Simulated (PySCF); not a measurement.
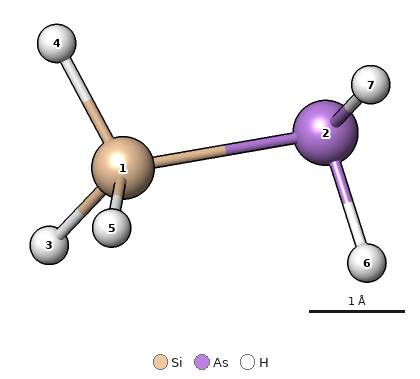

The input geometry (ball-and-stick view, seen at a tilt; atoms are numbered from 1 in the order of the input). Bond lengths as drawn: As–H 1.49 to 1.51 Å, As–Si 2.30 Å and H–Si 1.45 to 1.49 Å.

**Geometry relaxation of SiAsH$_{5}$**

The run: geometry relaxation of SiAsH$_{5}$, SMILES [SiH3][AsH2]. Method and program: PBE0-D3(BJ)/def2-SVP geometry optimisation, gas phase (PySCF 2.14.0).

Output:
```
step   0  E = -2527.59853865  max force = 0.016380
step   1  E = -2527.60134878  max force = 0.004592
step   2  E = -2527.60146179  max force = 0.001202
step   3  E = -2527.60146795  max force = 0.000321
optimisation converged
```

Trajectory as extended XYZ (Å, eV, eV/Å), 4 frames, from step=0 to step=3:
```
7
Properties=species:S:1:pos:R:3:forces:R:3 step=0 energy=-68779.45954
Si   -0.8053    0.1022   -0.0520   -0.8423   0.4330  -0.2988
As    1.3894   -0.0665   -0.7149    0.6951   0.1731  -0.6016
H    -1.6686   -0.8356   -0.8106    0.0045  -0.2157  -0.1851
H    -1.2913    1.4754   -0.3729    0.0411   0.1082  -0.0623
H    -1.0708   -0.1125    1.3618   -0.0090  -0.1759   0.8017
H     1.5880   -1.3203    0.0727    0.0726  -0.6326   0.1831
H     1.8925    0.7282    0.4660    0.0381   0.3099   0.1630
7
Properties=species:S:1:pos:R:3:forces:R:3 step=1 energy=-68779.53601
Si   -0.9362    0.1327   -0.0584    0.1512  -0.0339  -0.0099
As    1.3400   -0.0555   -0.7303   -0.0107  -0.1137   0.2361
H    -1.7163   -0.8610   -0.8537   -0.0542  -0.0016   0.0156
H    -1.3970    1.5115   -0.4020   -0.0279  -0.0077   0.0122
H    -1.1464   -0.1154    1.4026   -0.0110   0.0098  -0.0591
H     1.5277   -1.3642    0.0584   -0.0358   0.1976  -0.1195
H     1.8090    0.7924    0.4555   -0.0116  -0.0505  -0.0754
7
Properties=species:S:1:pos:R:3:forces:R:3 step=2 energy=-68779.53908
Si   -0.9314    0.1283   -0.0609    0.0618  -0.0032  -0.0280
As    1.3424   -0.0526   -0.7251   -0.0301   0.0093   0.0139
H    -1.7228   -0.8631   -0.8502   -0.0121   0.0012   0.0082
H    -1.4002    1.5055   -0.4002   -0.0161  -0.0008   0.0033
H    -1.1455   -0.1181    1.3967   -0.0072  -0.0039   0.0034
H     1.5247   -1.3503    0.0561    0.0037  -0.0111  -0.0031
H     1.8133    0.7907    0.4558    0.0000   0.0083   0.0023
7
Properties=species:S:1:pos:R:3:forces:R:3 step=3 energy=-68779.53925
Si   -0.9294    0.1269   -0.0620    0.0165   0.0001  -0.0088
As    1.3428   -0.0494   -0.7242   -0.0077   0.0102  -0.0028
H    -1.7232   -0.8649   -0.8485   -0.0020  -0.0014   0.0019
H    -1.4048    1.5026   -0.3994   -0.0052  -0.0020   0.0011
H    -1.1443   -0.1202    1.3954   -0.0024  -0.0032   0.0048
H     1.5277   -1.3487    0.0535    0.0023  -0.0073   0.0008
H     1.8119    0.7941    0.4573   -0.0015   0.0035   0.0030
```

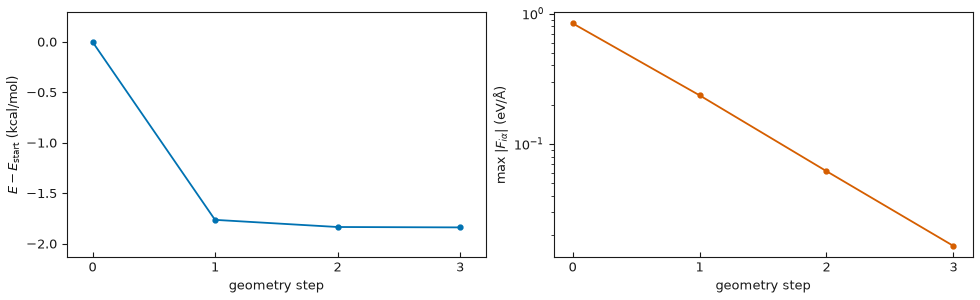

Progress of the relaxation, step by step (steps are counted from 0).

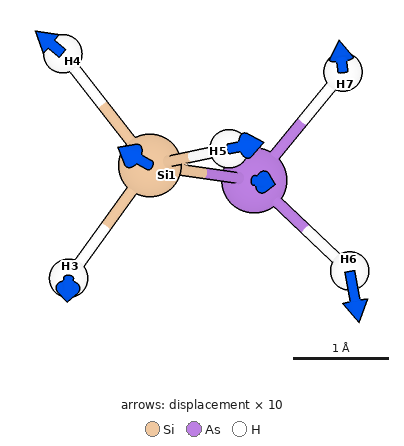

The starting structure with the displacements as blue arrows, magnified 10 times (ball-and-stick view, seen at a tilt). The two geometries are laid on each other by the best rigid fit. The atom that moves furthest after the best rigid fit is H6 (0.057 Å). Largest moves by element: H 0.057 Å, Si 0.050 Å, As 0.032 Å. Among the contacts that change: Si1–As2 2.299 → 2.373 Å, Si1–H5 1.455 → 1.494 Å, As2–H6 1.494 → 1.526 Å, As2–H7 1.510 → 1.526 Å. Among the angles that change: H6–As2–H7 89.1° → 92.2°, As2–Si1–H3 111.2° → 108.2°, As2–Si1–H5 116.3° → 113.4°. The energy falls by 1.84 kcal/mol in 3 geometry steps. The largest force component goes from 0.84 to 0.017 eV/Å. (Atoms are counted from 1 in the order of the input.)

The run was set up as follows.

Input file:
```
{"job": {"xc": "PBE0", "basis": "def2-SVP", "d3": "d3bj", "grid": 1, "maxiter": 30, "shake": 0.01, "kind": "geom"}, "charge": 0, "multiplicity": 1}
Si    -0.805290     0.102170    -0.052050
As     1.389360    -0.066490    -0.714880
H     -1.668570    -0.835640    -0.810620
H     -1.291280     1.475420    -0.372920
H     -1.070790    -0.112480     1.361820
H      1.588020    -1.320310     0.072700
H      1.892510     0.728230     0.466010
```

The first line tells a small driver script what to run in PySCF; the rest is the geometry in Å.

Command:
```bash
OMP_NUM_THREADS=1 python <driver script> task.json out
```

Key numbers:

- outcome: converged
- total energy: −2527.601468 hartree
- dipole moment: 0.52 D
- point group: Cs
- hardware: 1 CPU thread, shared host
- wall time: 6.6 s
- peak memory: 0.32 GiB
